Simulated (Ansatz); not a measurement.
SiNH$_{4}$Br: molecular dynamics (part 5 of 5)

Continued. System: SiNH$_{4}$Br. Method: RKS r2SCAN/def2-SVP (Ansatz 0.2.0). It belongs to a series of runs on one base structure; here: dynamics from the highest image of the converged band.

Geometry of the input (Å):
```
Si -0.3099  0.4536  0.9044
Br 1.2393  -2.1853  -1.0572
N  -0.2072  0.3639  -0.7158
H  0.3415  -0.6908  -1.0671
H  -0.6549  1.7027  1.6283
H  -0.0530  -0.7666  1.6875
H  -0.3560  1.1225  -1.3800
```

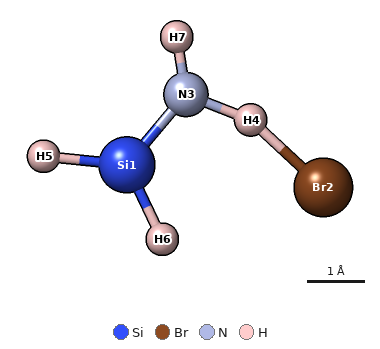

*The geometry at step 178 of the log (ball-and-stick view, seen on its broad side; atoms are numbered from 1 in the order of the input).*

## Trajectory as extended XYZ, continued
```
7
Properties=species:S:1:pos:R:3:forces:R:3 step=153 time_fs=76.5 energy=-79464.20929 temperature=40.9
Si   -0.2778    0.3922    0.8693    0.1156  -0.1194  -0.1052
Br    1.2250   -2.1702   -1.0372    0.0454  -0.0167  -0.0096
N    -0.1974    0.4177   -0.7459    0.3110  -0.4942   0.3349
H     0.4256   -0.6412   -1.0556   -0.1249   0.0614  -0.2510
H    -0.8615    1.4678    1.6757   -0.1696   0.2445   0.2390
H     0.3246   -0.8033    1.4617    0.0179  -0.0994   0.2681
H    -0.5111    1.1092   -1.4018   -0.1953   0.4238  -0.4761
7
Properties=species:S:1:pos:R:3:forces:R:3 step=155 time_fs=77.5 energy=-79464.21037 temperature=42.5
Si   -0.2774    0.3913    0.8692    0.1799  -0.2285  -0.1460
Br    1.2246   -2.1695   -1.0368    0.0610  -0.0410  -0.0217
N    -0.1971    0.4163   -0.7463    0.2304  -0.2747   0.0988
H     0.4308   -0.6458   -1.0608   -0.1413   0.0782  -0.2113
H    -0.8636    1.4652    1.6716   -0.1865   0.2726   0.2805
H     0.3349   -0.8092    1.4545   -0.0330  -0.0143   0.2445
H    -0.5060    1.1128   -1.4095   -0.1105   0.2077  -0.2449
7
Properties=species:S:1:pos:R:3:forces:R:3 step=157 time_fs=78.5 energy=-79464.21065 temperature=42.8
Si   -0.2769    0.3903    0.8691    0.2173  -0.2898  -0.1233
Br    1.2242   -2.1689   -1.0364    0.0748  -0.0638  -0.0351
N    -0.1966    0.4148   -0.7466    0.1119   0.0384  -0.2467
H     0.4346   -0.6495   -1.0680   -0.1541   0.0932  -0.1623
H    -0.8674    1.4652    1.6702   -0.1700   0.2414   0.2729
H     0.3449   -0.8152    1.4497   -0.0901   0.0821   0.2110
H    -0.5019    1.1183   -1.4195    0.0103  -0.1015   0.0834
7
Properties=species:S:1:pos:R:3:forces:R:3 step=159 time_fs=79.5 energy=-79464.20788 temperature=38.7
Si   -0.2763    0.3893    0.8690    0.2225  -0.2927  -0.0628
Br    1.2237   -2.1682   -1.0360    0.0859  -0.0836  -0.0491
N    -0.1961    0.4132   -0.7471    0.0192   0.2962  -0.5382
H     0.4370   -0.6524   -1.0768   -0.1632   0.1062  -0.1069
H    -0.8729    1.4675    1.6714   -0.1228   0.1569   0.2203
H     0.3540   -0.8204    1.4469   -0.1436   0.1711   0.1764
H    -0.4978    1.1229   -1.4287    0.1019  -0.3541   0.3602
7
Properties=species:S:1:pos:R:3:forces:R:3 step=161 time_fs=80.5 energy=-79464.20560 temperature=35.2
Si   -0.2757    0.3881    0.8688    0.1984  -0.2419   0.0038
Br    1.2233   -2.1676   -1.0357    0.0938  -0.0995  -0.0629
N    -0.1956    0.4119   -0.7480   -0.0100   0.4011  -0.6613
H     0.4378   -0.6543   -1.0866   -0.1681   0.1170  -0.0479
H    -0.8795    1.4713    1.6746   -0.0547   0.0376   0.1362
H     0.3618   -0.8240    1.4457   -0.1853   0.2375   0.1475
H    -0.4927    1.1242   -1.4346    0.1259  -0.4519   0.4846
7
Properties=species:S:1:pos:R:3:forces:R:3 step=163 time_fs=81.5 energy=-79464.20660 temperature=36.7
Si   -0.2750    0.3869    0.8687    0.1532  -0.1529   0.0495
Br    1.2229   -2.1669   -1.0353    0.0983  -0.1111  -0.0759
N    -0.1950    0.4108   -0.7493    0.0334   0.3200  -0.5733
H     0.4370   -0.6551   -1.0968   -0.1688   0.1255   0.0115
H    -0.8867    1.4754    1.6792    0.0209  -0.0917   0.0386
H     0.3678   -0.8254    1.4460   -0.2095   0.2713   0.1294
H    -0.4864    1.1213   -1.4360    0.0725  -0.3612   0.4201
7
Properties=species:S:1:pos:R:3:forces:R:3 step=165 time_fs=82.5 energy=-79464.20847 temperature=39.5
Si   -0.2742    0.3856    0.8685    0.0966  -0.0440   0.0591
Br    1.2226   -2.1663   -1.0349    0.0996  -0.1188  -0.0874
N    -0.1945    0.4100   -0.7509    0.1356   0.0784  -0.3003
H     0.4345   -0.6546   -1.1069   -0.1652   0.1317   0.0683
H    -0.8936    1.4787    1.6841    0.0905  -0.2075  -0.0546
H     0.3718   -0.8241    1.4475   -0.2131   0.2680   0.1246
H    -0.4796    1.1150   -1.4334   -0.0440  -0.1078   0.1904
7
Properties=species:S:1:pos:R:3:forces:R:3 step=167 time_fs=83.5 energy=-79464.20725 temperature=37.6
Si   -0.2734    0.3843    0.8684    0.0378   0.0672   0.0315
Br    1.2222   -2.1657   -1.0346    0.0983  -0.1237  -0.0968
N    -0.1938    0.4092   -0.7528    0.2593  -0.2350   0.0580
H     0.4305   -0.6529   -1.1164   -0.1574   0.1359   0.1191
H    -0.8997    1.4800    1.6885    0.1436  -0.2914  -0.1299
H     0.3737   -0.8204    1.4503   -0.1963   0.2285   0.1333
H    -0.4731    1.1077   -1.4291   -0.1853   0.2185  -0.1152
7
Properties=species:S:1:pos:R:3:forces:R:3 step=169 time_fs=84.5 energy=-79464.20452 temperature=33.6
Si   -0.2726    0.3830    0.8683   -0.0151   0.1649  -0.0240
Br    1.2218   -2.1651   -1.0343    0.0951  -0.1271  -0.1035
N    -0.1930    0.4082   -0.7547    0.3471  -0.4739   0.3422
H     0.4250   -0.6499   -1.1248   -0.1453   0.1381   0.1608
H    -0.9044    1.4785    1.6917    0.1729  -0.3319  -0.1781
H     0.3738   -0.8144    1.4543   -0.1617   0.1588   0.1535
H    -0.4684    1.1025   -1.4258   -0.2930   0.4710  -0.3509
7
Properties=species:S:1:pos:R:3:forces:R:3 step=171 time_fs=85.5 energy=-79464.20647 temperature=36.6
Si   -0.2718    0.3818    0.8682   -0.0542   0.2343  -0.0949
Br    1.2215   -2.1645   -1.0339    0.0909  -0.1306  -0.1070
N    -0.1920    0.4069   -0.7563    0.3468  -0.5019   0.4084
H     0.4181   -0.6456   -1.1316   -0.1288   0.1379   0.1904
H    -0.9075    1.4739    1.6932    0.1746  -0.3232  -0.1945
H     0.3724   -0.8069    1.4598   -0.1149   0.0699   0.1804
H    -0.4664    1.1017   -1.4257   -0.3144   0.5136  -0.3828
7
Properties=species:S:1:pos:R:3:forces:R:3 step=173 time_fs=86.5 energy=-79464.21417 temperature=48.4
Si   -0.2710    0.3806    0.8680   -0.0708   0.2604  -0.1715
Br    1.2211   -2.1640   -1.0336    0.0865  -0.1353  -0.1067
N    -0.1907    0.4053   -0.7577    0.2492  -0.2932   0.2346
H     0.4100   -0.6400   -1.1366   -0.1078   0.1344   0.2051
H    -0.9090    1.4662    1.6929    0.1477  -0.2652  -0.1785
H     0.3699   -0.7988    1.4670   -0.0640  -0.0232   0.2071
H    -0.4675    1.1056   -1.4292   -0.2408   0.3220  -0.1900
7
Properties=species:S:1:pos:R:3:forces:R:3 step=176 time_fs=88.0 energy=-79464.22303 temperature=62.0
Si   -0.2699    0.3791    0.8677   -0.0383   0.1929  -0.2868
Br    1.2207   -2.1632   -1.0332    0.0807  -0.1454  -0.0985
N    -0.1884    0.4026   -0.7595    0.0151   0.2178  -0.2005
H     0.3959   -0.6291   -1.1404   -0.0672   0.1195   0.1954
H    -0.9086    1.4503    1.6894    0.0599  -0.0988  -0.1022
H     0.3651   -0.7873    1.4816    0.0003  -0.1338   0.2273
H    -0.4729    1.1162   -1.4368   -0.0505  -0.1522   0.2653
7
Properties=species:S:1:pos:R:3:forces:R:3 step=178 time_fs=89.0 energy=-79464.22386 temperature=63.4
Si   -0.2691    0.3781    0.8673    0.0243   0.0737  -0.3566
Br    1.2203   -2.1627   -1.0329    0.0777  -0.1543  -0.0877
N    -0.1869    0.4009   -0.7608   -0.1198   0.4857  -0.3801
H     0.3857   -0.6205   -1.1406   -0.0333   0.0996   0.1664
H    -0.9076    1.4383    1.6857   -0.0197   0.0455  -0.0297
H     0.3618   -0.7810    1.4940    0.0236  -0.1676   0.2161
H    -0.4773    1.1222   -1.4394    0.0473  -0.3825   0.4717
7
Properties=species:S:1:pos:R:3:forces:R:3 step=180 time_fs=90.0 energy=-79464.22499 temperature=65.2
Si   -0.2684    0.3772    0.8668    0.1108  -0.0892  -0.4086
Br    1.2200   -2.1622   -1.0326    0.0755  -0.1647  -0.0732
N    -0.1854    0.3996   -0.7624   -0.1984   0.5988  -0.3663
H     0.3752   -0.6108   -1.1393    0.0066   0.0683   0.1199
H    -0.9067    1.4267    1.6817   -0.1019   0.1917   0.0431
H     0.3587   -0.7764    1.5084    0.0271  -0.1617   0.1802
H    -0.4814    1.1245   -1.4375    0.0804  -0.4431   0.5049
7
Properties=species:S:1:pos:R:3:forces:R:3 step=182 time_fs=91.0 energy=-79464.22801 temperature=69.7
Si   -0.2676    0.3762    0.8662    0.2035  -0.2659  -0.4269
Br    1.2197   -2.1617   -1.0324    0.0742  -0.1758  -0.0557
N    -0.1841    0.3986   -0.7642   -0.2109   0.5423  -0.1501
H     0.3647   -0.6006   -1.1367    0.0525   0.0234   0.0582
H    -0.9068    1.4169    1.6781   -0.1710   0.3134   0.0977
H     0.3559   -0.7732    1.5246    0.0126  -0.1198   0.1216
H    -0.4848    1.1228   -1.4309    0.0391  -0.3177   0.3552
7
Properties=species:S:1:pos:R:3:forces:R:3 step=184 time_fs=92.0 energy=-79464.22945 temperature=71.9
Si   -0.2668    0.3752    0.8655    0.2801  -0.4191  -0.3949
Br    1.2195   -2.1612   -1.0321    0.0735  -0.1870  -0.0362
N    -0.1830    0.3980   -0.7661   -0.1684   0.3565   0.2112
H     0.3548   -0.5901   -1.1337    0.1033  -0.0351  -0.0146
H    -0.9086    1.4101    1.6754   -0.2115   0.3863   0.1173
H     0.3532   -0.7712    1.5419   -0.0136  -0.0534   0.0472
H    -0.4878    1.1181   -1.4210   -0.0634  -0.0481   0.0701
7
Properties=species:S:1:pos:R:3:forces:R:3 step=186 time_fs=93.0 energy=-79464.22614 temperature=66.8
Si   -0.2658    0.3740    0.8646    0.3206  -0.5161  -0.3033
Br    1.2192   -2.1608   -1.0319    0.0730  -0.1972  -0.0162
N    -0.1819    0.3977   -0.7679   -0.1074   0.1419   0.5951
H     0.3458   -0.5799   -1.1308    0.1563  -0.1041  -0.0923
H    -0.9123    1.4069    1.6739   -0.2137   0.3953   0.0926
H     0.3503   -0.7697    1.5597   -0.0431   0.0213  -0.0323
H    -0.4914    1.1130   -1.4105   -0.1858   0.2589  -0.2435
7
Properties=species:S:1:pos:R:3:forces:R:3 step=188 time_fs=94.0 energy=-79464.22111 temperature=59.2
Si   -0.2648    0.3726    0.8636    0.3138  -0.5384  -0.1562
Br    1.2189   -2.1604   -1.0316    0.0725  -0.2051   0.0027
N    -0.1809    0.3975   -0.7693   -0.0854   0.0386   0.8424
H     0.3383   -0.5708   -1.1287    0.2069  -0.1760  -0.1663
H    -0.9180    1.4075    1.6732   -0.1766   0.3408   0.0260
H     0.3471   -0.7680    1.5772   -0.0676   0.0881  -0.1053
H    -0.4968    1.1103   -1.4022   -0.2635   0.4521  -0.4433
7
Properties=species:S:1:pos:R:3:forces:R:3 step=190 time_fs=95.0 energy=-79464.21988 temperature=57.3
Si   -0.2636    0.3711    0.8625    0.2601  -0.4856   0.0262
Br    1.2187   -2.1600   -1.0314    0.0711  -0.2091   0.0187
N    -0.1800    0.3973   -0.7701   -0.1467   0.1422   0.8412
H     0.3328   -0.5633   -1.1283    0.2483  -0.2388  -0.2261
H    -0.9255    1.4114    1.6727   -0.1088   0.2377  -0.0686
H     0.3432   -0.7655    1.5937   -0.0806   0.1338  -0.1620
H    -0.5046    1.1118   -1.3981   -0.2435   0.4198  -0.4294
7
Properties=species:S:1:pos:R:3:forces:R:3 step=192 time_fs=96.0 energy=-79464.22198 temperature=60.4
Si   -0.2623    0.3694    0.8615    0.1693  -0.3718   0.2115
Br    1.2184   -2.1596   -1.0311    0.0685  -0.2078   0.0301
N    -0.1792    0.3972   -0.7703   -0.2806   0.4171   0.6066
H     0.3297   -0.5581   -1.1300    0.2725  -0.2773  -0.2606
H    -0.9339    1.4175    1.6716   -0.0247   0.1096  -0.1712
H     0.3385   -0.7617    1.6086   -0.0782   0.1501  -0.1955
H    -0.5147    1.1171   -1.3979   -0.1269   0.1802  -0.2209
7
Properties=species:S:1:pos:R:3:forces:R:3 step=194 time_fs=97.0 energy=-79464.22262 temperature=61.4
Si   -0.2610    0.3675    0.8605    0.0566  -0.2188   0.3642
Br    1.2182   -2.1593   -1.0309    0.0642  -0.2004   0.0357
N    -0.1786    0.3974   -0.7701   -0.4247   0.7171   0.2626
H     0.3291   -0.5556   -1.1341    0.2729  -0.2788  -0.2606
H    -0.9426    1.4246    1.6688    0.0599  -0.0183  -0.2616
H     0.3331   -0.7565    1.6217   -0.0592   0.1340  -0.2033
H    -0.5260    1.1242   -1.3998    0.0303  -0.1348   0.0629
7
Properties=species:S:1:pos:R:3:forces:R:3 step=196 time_fs=98.0 energy=-79464.22134 temperature=59.5
Si   -0.2597    0.3656    0.8597   -0.0616  -0.0503   0.4560
Br    1.2179   -2.1590   -1.0306    0.0583  -0.1870   0.0352
N    -0.1783    0.3981   -0.7698   -0.5100   0.8931  -0.0492
H     0.3312   -0.5557   -1.1408    0.2477  -0.2395  -0.2229
H    -0.9507    1.4316    1.6635    0.1311  -0.1254  -0.3243
H     0.3272   -0.7500    1.6329   -0.0252   0.0878  -0.1866
H    -0.5371    1.1300   -1.4011    0.1598  -0.3787   0.2918
7
Properties=species:S:1:pos:R:3:forces:R:3 step=198 time_fs=99.0 energy=-79464.22232 temperature=61.1
Si   -0.2584    0.3637    0.8590   -0.1700   0.1105   0.4720
Br    1.2177   -2.1587   -1.0303    0.0511  -0.1685   0.0289
N    -0.1783    0.3994   -0.7694   -0.4954   0.8656  -0.2329
H     0.3356   -0.5580   -1.1495    0.2013  -0.1680  -0.1522
H    -0.9576    1.4374    1.6552    0.1790  -0.1974  -0.3500
H     0.3210   -0.7427    1.6422    0.0199   0.0189  -0.1506
H    -0.5466    1.1322   -1.3997    0.2142  -0.4613   0.3848
7
Properties=species:S:1:pos:R:3:forces:R:3 step=200 time_fs=100.0 energy=-79464.22746 temperature=68.9
Si   -0.2571    0.3618    0.8585   -0.2554   0.2424   0.4137
Br    1.2175   -2.1584   -1.0301    0.0434  -0.1465   0.0179
N    -0.1786    0.4012   -0.7692   -0.3732   0.6284  -0.2502
H     0.3419   -0.5620   -1.1597    0.1424  -0.0807  -0.0602
H    -0.9628    1.4413    1.6435    0.1977  -0.2259  -0.3350
H     0.3150   -0.7353    1.6502    0.0699  -0.0606  -0.1033
H    -0.5542    1.1302   -1.3948    0.1752  -0.3571   0.3171
```
